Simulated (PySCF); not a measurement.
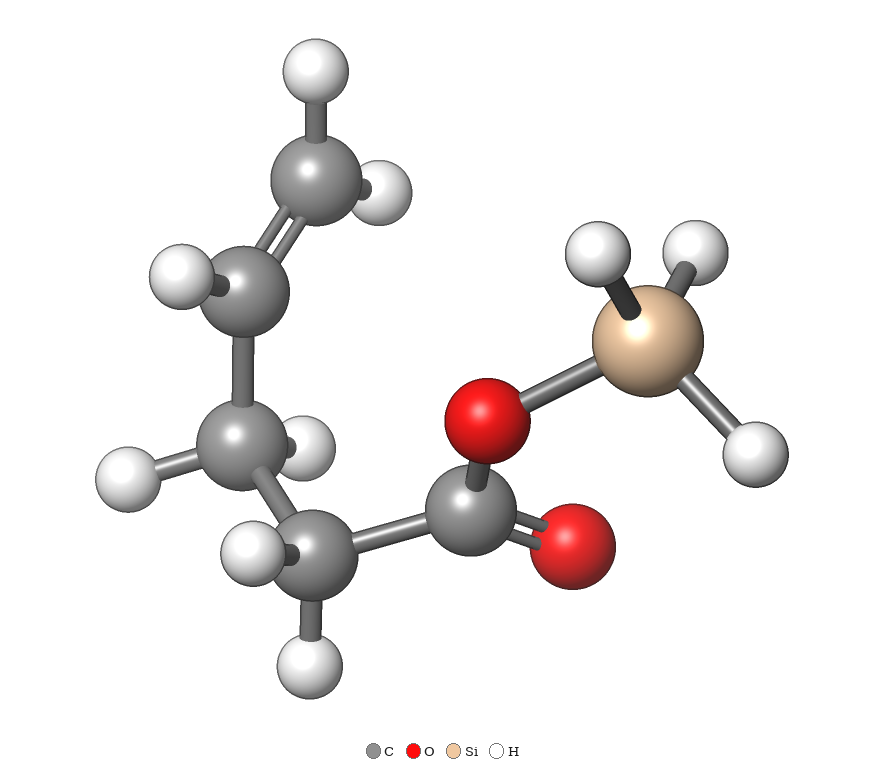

The geometry was computed by an optimisation with GFN2-xTB. No frequency run is at hand to confirm it as a minimum. Properties computed with PBE0/pcSseg-1, gas phase (PySCF 2.14.0).

Computed properties:

The species is C₅H₁₀O₂Si (`C=CCCC(=O)O[SiH3]`).
- dipole moment: 1.82 D
- HOMO energy (Kohn–Sham orbital): −7.64 eV
- LUMO energy (Kohn–Sham orbital): 0.06 eV
- HOMO–LUMO gap: 7.69 eV

The geometry is semi-empirical. Around Si such bond lengths and angles can be off by a tenth of an ångström or more and by several degrees, and values that hang on the shape move with them.
